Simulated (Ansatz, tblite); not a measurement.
**[InH4]-: charged states by level of theory**

What does removing an electron cost or gain for [InH4]-? Each charged state is run at several levels.

Method: as each input shows; program: Ansatz 0.2.0, Gaussian basis.

The runs, in order: charge 0 doublet, at the geometry of the singlet (PBE0-D4/def2-TZVPD, PBE-D4/def2-TZVPD, r2SCAN-D4/def2-TZVPD, CCSD(T)/def2-TZVPPD); the starting singlet's energies come from earlier runs.

1 further run of the same task is left out (set aside as unsound or not needed). Runs told in other sessions of the task aren't counted.

**1. The structure**

The geometry is that of the singlet, from an earlier relaxation (PBE-D4/def2-TZVPD).

5 atoms, charge -1, spin multiplicity 1.

Atoms are counted from 1 here; the program's logs count them from 0.

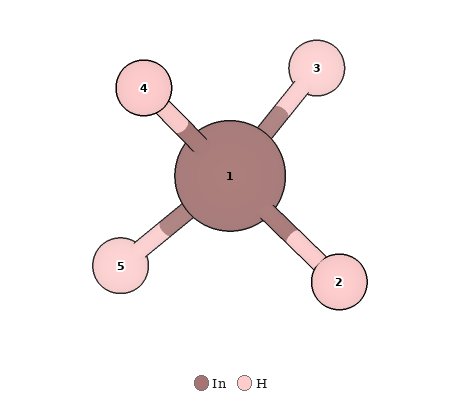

The geometry (indium brown, hydrogen pink); atoms are numbered from 1 in the order of the file.

In takes a core potential in the def2 sets. No spin-orbit coupling is included. The ion is computed in the gas phase, without counter-ions or solvent.

**2. Charge 0 doublet at the fixed geometry, PBE0-D4/def2-TZVPD**

File in.yaml:

```yaml
crystal:
  periodic: [false, false, false]
  atoms:
    - {symbol: In, position_ang: [0.000000, 0.000000, -0.000002]}
    - {symbol: H, position_ang: [0.026145, -0.035055, 1.793808]}
    - {symbol: H, position_ang: [1.684247, -0.007430, -0.618810]}
    - {symbol: H, position_ang: [-0.838320, 1.484666, -0.559154]}
    - {symbol: H, position_ang: [-0.872072, -1.442180, -0.615852]}
basis:
  gaussian: {orbitals: def2-TZVPD}
magnetization: {spin_polarized: true, initial_magnetization: 1}
hamiltonian: {xc: pbe0, dispersion: d4}
output: {orbitals: {seedname: orbitals}}
```

Launch:

```
> ansatz run in.yaml --threads 4 --pin off --events-out ev --progress --plain --max-ram 3916MiB
```

The program printed:

```text
Functional definition: PBE0
  name "PBE0"
  cite "Adamo & Barone, J. Chem. Phys. 110, 6158 (1999) doi:10.1063/1.478522"
  cite "Perdew, Burke & Ernzerhof, Phys. Rev. Lett. 77, 3865 (1996) doi:10.1103/PhysRevLett.77.3865"
  parent pbe
  parameter a = 0.25
  parameter kappa = 0.804
  parameter beta = 0.06672455060314922
  exchange = (1 - a)*pbe_x(kappa = kappa, mu = beta*pi^2/3) + a*exact_x
  correlation = pbe_c(beta = beta)
717 factors; their error is unknown
mean field evaluation 1: about -5234.1400 eV, gradient 8.2e0 eV
mean field evaluation 2: about -5234.3179 eV, gradient 6.6e0 eV
mean field evaluation 4: about -5234.4557 eV, gradient 1.7e-1 eV
mean field evaluation 8: about -5234.4989 eV, gradient 5.1e-2 eV
mean field evaluation 16: about -5234.4989 eV, gradient 1.9e-4 eV
mean field evaluation 32: about -5234.4989 eV, gradient 3.0e-6 eV
mean field -5234.49892322 eV, -192.3642873574 hartree, gradient 3.5e-6 eV, S^2 0.764546; 6 other end points of the search recorded, 0 dependent functions left out
reference -5234.49896952 eV, -192.3642890590 hartree; 13, 12 occupied and 79, 80 virtual orbitals, 717 factors
Total energy: -5234.54119044 eV, -192.3658406493 hartree
```

Run time: 3.2 s. Hardware: 4 threads of Arm Neoverse V2, shared host.

From the report: HOMO -7.83 eV, LUMO -6.33 eV (over both spins); ⟨S²⟩ 0.765 (pure: 0.75); the next solution that the search met lies 0.008 eV higher.

**3. Charge 0 doublet at the fixed geometry, PBE-D4/def2-TZVPD**

start.molden holds the orbitals of an earlier run on this state, given as this run's starting guess.

Edit in.yaml of step 2 so:

```diff
@@ -9,5 +9,6 @@
 basis:
-  gaussian: {orbitals: def2-TZVPD}
+  gaussian: {orbitals: def2-TZVPD, initial_orbitals: start.molden}
 magnetization: {spin_polarized: true, initial_magnetization: 1}
-hamiltonian: {xc: pbe0, dispersion: d4}
+hamiltonian: {xc: pbe, dispersion: d4}
+scf: {omitted_lower_state_checks: [starts]}
 output: {orbitals: {seedname: orbitals}}
```

The command is unchanged.

The program printed:

```text
Functional definition: PBE
  name "PBE"
  cite "Perdew, Burke & Ernzerhof, Phys. Rev. Lett. 77, 3865 (1996) doi:10.1103/PhysRevLett.77.3865"
  parent pbe
  parameter kappa = 0.804
  parameter beta = 0.06672455060314922
  exchange = pbe_x(kappa = kappa, mu = beta*pi^2/3)
  correlation = pbe_c(beta = beta)
these checks for a lower state are left out or cut short: starts
635 factors; their error is unknown
mean field evaluation 1: about -5234.5979 eV, gradient 3.2e0 eV
mean field evaluation 2: about -5234.6479 eV, gradient 4.9e-2 eV
mean field evaluation 4: about -5234.6433 eV, gradient 6.5e-5 eV
mean field evaluation 8: about -5234.6433 eV, gradient 1.4e-5 eV
mean field -5234.64328960 eV, -192.3695927243 hartree, gradient 1.4e-5 eV, S^2 0.755424; 0 other end points of the search recorded, 0 dependent functions left out
reference -5234.64335228 eV, -192.3695950275 hartree; 13, 12 occupied and 79, 80 virtual orbitals, 635 factors
Total energy: -5234.69404016 eV, -192.3714577727 hartree
Checks for a lower state left out: starts
```

It took 0.65 s on 4 threads of Arm Neoverse V2, shared host.

From the report: HOMO -6.95 eV, LUMO -6.90 eV (over both spins); ⟨S²⟩ 0.755 (pure: 0.75).

**4. Charge 0 doublet at the fixed geometry, r2SCAN-D4/def2-TZVPD**

Edit in.yaml of step 3 so:

```diff
@@ -11,3 +11,3 @@
 magnetization: {spin_polarized: true, initial_magnetization: 1}
-hamiltonian: {xc: pbe, dispersion: d4}
+hamiltonian: {xc: r2scan, dispersion: d4}
 scf: {omitted_lower_state_checks: [starts]}
```

Launched as before.

The program printed:

```text
Functional definition: r2SCAN
  name "r2SCAN"
  cite "Furness, Kaplan, Ning, Perdew & Sun, J. Phys. Chem. Lett. 11, 8208 (2020) doi:10.1021/acs.jpclett.0c02405"
  cite "Furness, Kaplan, Ning, Perdew & Sun, J. Phys. Chem. Lett. 11, 9248 (2020) doi:10.1021/acs.jpclett.0c03077"
  parent r2scan
  parameter k0 = 0.174
  parameter k1 = 0.065
  parameter a1 = 4.9479
  exchange = r2scan_x(k0 = k0, k1 = k1, a1 = a1)
  correlation = r2scan_c
these checks for a lower state are left out or cut short: starts
635 factors; their error is unknown
mean field evaluation 1: about -5236.6684 eV, gradient 2.4e0 eV
mean field evaluation 2: about -5236.6859 eV, gradient 1.9e-2 eV
mean field evaluation 4: about -5236.6825 eV, gradient 1.5e-5 eV
mean field evaluation 8: about -5236.6825 eV, gradient 9.8e-6 eV
mean field -5236.68246871 eV, -192.4445311742 hartree, gradient 9.8e-6 eV, S^2 0.764484; 0 other end points of the search recorded, 0 dependent functions left out
reference -5236.68249151 eV, -192.4445320120 hartree; 13, 12 occupied and 79, 80 virtual orbitals, 635 factors
Total energy: -5236.69382242 eV, -192.4449484155 hartree
Checks for a lower state left out: starts
```

It took 1.3 s on 4 threads of Arm Neoverse V2, shared host.

From the report: HOMO -7.12 eV, LUMO -6.92 eV (over both spins); ⟨S²⟩ 0.764 (pure: 0.75).

**5. Charge 0 doublet at the fixed geometry, CCSD(T)/def2-TZVPPD**

Edit in.yaml of step 4 so:

```diff
@@ -9,6 +9,6 @@
 basis:
-  gaussian: {orbitals: def2-TZVPD, initial_orbitals: start.molden}
+  gaussian: {orbitals: "def2-TZVPPD.json", initial_orbitals: start.molden}
 magnetization: {spin_polarized: true, initial_magnetization: 1}
-hamiltonian: {xc: r2scan, dispersion: d4}
-scf: {omitted_lower_state_checks: [starts]}
+correlation: {method: ccsd_t}
+scf: {omitted_lower_state_checks: [starts, cluster_reference]}
 output: {orbitals: {seedname: orbitals}}
```

The command is unchanged.

The program printed:

```text
Functional definition: HF
  name "HF"
  cite "Fock, Z. Phys. 61, 126 (1930) doi:10.1007/BF01340294"
  parent pbe
  exchange = exact_x
  correlation = 0
these checks for a lower state are left out or cut short: starts, cluster_reference
850 factors; integrals over basis functions are off by at most 5.3e-4 eV
mean field evaluation 1: about -5206.4277 eV, gradient 8.4e0 eV
mean field evaluation 2: about -5206.8717 eV, gradient 3.6e-1 eV
mean field evaluation 4: about -5206.8758 eV, gradient 3.8e-3 eV
mean field evaluation 8: about -5206.9913 eV, gradient 8.1e-1 eV
mean field evaluation 16: about -5207.4189 eV, gradient 4.1e-2 eV
mean field -5207.41887388 eV, -191.3691138997 hartree, gradient 2.9e-6 eV, S^2 0.763325; 2 other end points of the search recorded, 0 dependent functions left out
4 core orbitals not correlated: weight in the atoms' cores, before any rotation towards them, 1.000 or more for the frozen orbitals, at most 0.000 for the correlated occupied ones
reference -5207.41887388 eV, -191.3691138997 hartree; 9, 8 occupied and 111, 112 virtual orbitals, 850 factors
second order -8.63049833 eV of doubles, -0.00000000 eV of singles
cycle   1  -8.70636474 eV  change   -7.6e-2 eV  update   9.0e-2
cycle   2  -9.04386949 eV  change   -3.4e-1 eV  update   3.4e-2
cycle   3  -9.11089620 eV  change   -6.7e-2 eV  update   2.1e-2
cycle   4  -9.11110390 eV  change   -2.1e-4 eV  update   9.7e-3
cycle   5  -9.11656767 eV  change   -5.5e-3 eV  update   4.5e-3
cycle   6  -9.11831563 eV  change   -1.7e-3 eV  update   1.8e-3
cycle   7  -9.11880510 eV  change   -4.9e-4 eV  update   6.5e-4
cycle   8  -9.11906623 eV  change   -2.6e-4 eV  update   3.4e-4
cycle   9  -9.11904592 eV  change    2.0e-5 eV  update   2.6e-4
cycle  10  -9.11902357 eV  change    2.2e-5 eV  update   2.3e-4
cycle  11  -9.11906636 eV  change   -4.3e-5 eV  update   2.2e-4
cycle  12  -9.11911067 eV  change   -4.4e-5 eV  update   2.1e-4
cycle  13  -9.11923446 eV  change   -1.2e-4 eV  update   1.6e-4
cycle  14  -9.11913887 eV  change    9.6e-5 eV  update   8.4e-5
cycle  15  -9.11910872 eV  change    3.0e-5 eV  update   3.6e-5
cycle  16  -9.11909870 eV  change    1.0e-5 eV  update   1.5e-5
cycle  17  -9.11909307 eV  change    5.6e-6 eV  update   7.4e-6
perturbative correction -0.25230646 eV, -0.0092720915 hartree
Total energy: -5216.79027341 eV, -191.7135064805 hartree
Checks for a lower state left out: starts, cluster_reference
```

It took 13 s on 4 threads of Arm Neoverse V2, shared host; peak memory 1.3 GiB.

Report: Hartree-Fock HOMO -10.25 eV, LUMO -2.70 eV (over both spins); ⟨S²⟩ 0.763 (pure: 0.75); T1 0.025; the next solution that the search met lies 0.543 eV higher.

**6. Vertical ionisation energy**

Charged state less starting state, singlet to doublet; the starting state's energies are those of its earlier runs.

Differences are taken before rounding.

```tsv
method	vertical ionisation energy (eV)	from CCSD(T)/def2-TZVPPD (eV)	time
HF/def2-TZVPPD	3.79	-0.75	
PBE-D4/def2-TZVPD	4.05	-0.49	1 s
r2SCAN-D4/def2-TZVPD	4.17	-0.37	2.1 s
PBE0-D4/def2-TZVPD	4.34	-0.20	3.7 s
MP2/def2-TZVPPD	4.52	-0.03	
CCSD/def2-TZVPPD	4.55	+0.01	
CCSD(T)/def2-TZVPPD	4.54	0	14 s
```

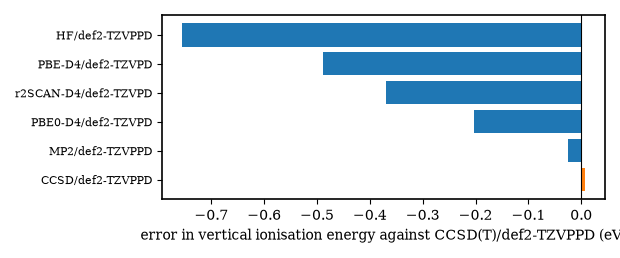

Error of each method against CCSD(T)/def2-TZVPPD.

Times add the two runs; a level without a time comes out of a correlated run.

Beside −ε(HOMO) of the starting state:

```tsv
level	−ε(HOMO) (eV)	by difference (eV)	mismatch (eV)
PBE-D4/def2-TZVPD	1.19	4.05	-2.86
r2SCAN-D4/def2-TZVPD	1.46	4.17	-2.72
PBE0-D4/def2-TZVPD	2.31	4.34	-2.02
```

**7. Summary of results**

| quantity | value |
| --- | --- |
| vertical ionisation energy, functionals in def2-TZVPD | 4.05 (PBE-D4) to 4.34 eV (PBE0-D4) |
| vertical ionisation energy, CCSD(T)/def2-TZVPPD | 4.54 eV |

The vertical ionisation energy spans 4.05 to 4.34 eV over the functionals, beside 4.54 eV from CCSD(T)/def2-TZVPPD. −ε(HOMO) misses the level's own difference by -2.02 eV at best (PBE0-D4) and -2.86 eV at worst (PBE-D4). CCSD(T)/def2-TZVPPD isn't at the basis-set limit; small misses against it rank nothing.
